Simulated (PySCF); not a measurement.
# SCS-MP2/cc-pVTZ run of LiCl (SMILES [Li][Cl])

What is the energy change on altering one bond length of LiCl at SCS-MP2/cc-pVTZ? 

Program for the calculation: PySCF 2.14.0.

2 further runs of the same task are left out: 2 set aside as unsound or not needed.

### Step 1. The structure to begin with

LiCl: 2 atoms, total charge 0, spin state singlet. SMILES: `[Li][Cl]`. The coordinates come from a PBE0-D4/def2-TZVP relaxation.

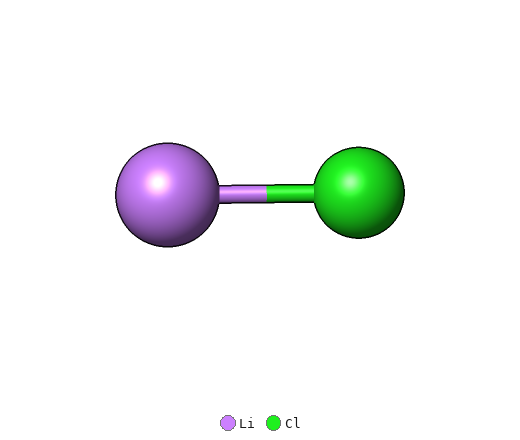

Viewed from a chosen angle; lithium purple, chlorine green.

### Step 2. A single-point energy at SCS-MP2/cc-pVTZ

Contents of input.py:

```python
from pyscf import gto, mp

mol = gto.Mole()
mol.atom = '''
Li     1.619609    -0.578464     0.814094
Cl    -1.619609     0.578464    -0.814094
'''
mol.verbose = 3
mol.unit = 'bohr'
mol.basis = 'cc-pvtz'
mol.max_memory = 1860
mol.build()

mf = mol.RHF()
mf.conv_tol = 1e-10
mf.kernel()
if not mf.converged:
    mf = mf.newton().run(mf.mo_coeff, mf.mo_occ)

pt = mp.MP2(mf, frozen=5).run()
energy = mf.e_tot + 1.2 * pt.e_corr_os + pt.e_corr_ss / 3
print('E(%s) = %.9f' % ('SCS-MP2', energy))
```

Launch:

```console
$ OMP_NUM_THREADS=1 python input.py
```

The program printed:

```text
converged SCF energy = -467.051154954737
E(RMP2) = -467.265175033755  E_corr = -0.214020079018389
E(SCS-RMP2) = -467.263835884659  E_corr = -0.212680929921719
E(SCS-MP2) = -467.263835885
```

Wall time 0.83 s (1 thread of Arm Neoverse V2, shared host); peak memory 0.14 GiB.

### Step 3. The distorted shape at the same level

Contents of run.py:

```python
from pyscf import gto, scf, mp

molecule = gto.M(
    atom=[
    ('Li', (2.228328, -0.795876, 1.120066)),
    ('Cl', (-0.857060, 0.306110, -0.430800)),
],
    spin=0,
    charge=0,
    max_memory=1860,
    verbose=3,
    basis='cc-pvtz',
)

myscf = scf.RHF(molecule)
myscf.conv_tol = 1e-10
myscf.kernel()
if not myscf.converged:
    myscf = myscf.newton().run(myscf.mo_coeff, myscf.mo_occ)

pt = mp.MP2(myscf, frozen=5).run()
etot = myscf.e_tot + 1.2 * pt.e_corr_os + pt.e_corr_ss / 3
print('Final energy', etot)
```

Launch:

```console
$ OMP_NUM_THREADS=1 python run.py
```

The program printed:

```text
converged SCF energy = -466.961891757807
E(RMP2) = -467.174023689202  E_corr = -0.212131931394697
E(SCS-RMP2) = -467.172763492189  E_corr = -0.210871734381829
Final energy -467.1727634921886
```

Wall time 0.85 s (1 thread of Arm Neoverse V2, shared host); peak memory 0.14 GiB.

### Step 4. Outcome

Level: SCS-MP2/cc-pVTZ, 5 core orbitals frozen.

```
                                                           quantity          value
                                          first shape: total energy  -467.26384 Eh
                  first shape: dipole moment (Hartree–Fock density)         7.17 D
                   first shape: HOMO energy (Hartree–Fock orbitals)      -10.31 eV
                   first shape: LUMO energy (Hartree–Fock orbitals)       -0.26 eV
                 first shape: HOMO–LUMO gap (Hartree–Fock orbitals)       10.05 eV
           first shape: correlation energy (5 core orbitals frozen)     -212.7 mEh
                                      distorted shape: total energy  -467.17276 Eh
              distorted shape: dipole moment (Hartree–Fock density)        15.16 D
               distorted shape: HOMO energy (Hartree–Fock orbitals)       -8.13 eV
               distorted shape: LUMO energy (Hartree–Fock orbitals)       -1.63 eV
             distorted shape: HOMO–LUMO gap (Hartree–Fock orbitals)        6.50 eV
       distorted shape: correlation energy (5 core orbitals frozen)     -210.9 mEh
energy change with the Li1–Cl2 bond stretched from 2.014 to 3.625 Å       2.478 eV
```

**Reading.** With the Li1–Cl2 bond stretched from 2.014 to 3.625 Å the energy rises by 2.48 eV (57 kcal/mol). The first shape isn't relaxed at this level, so the change isn't measured from a minimum.
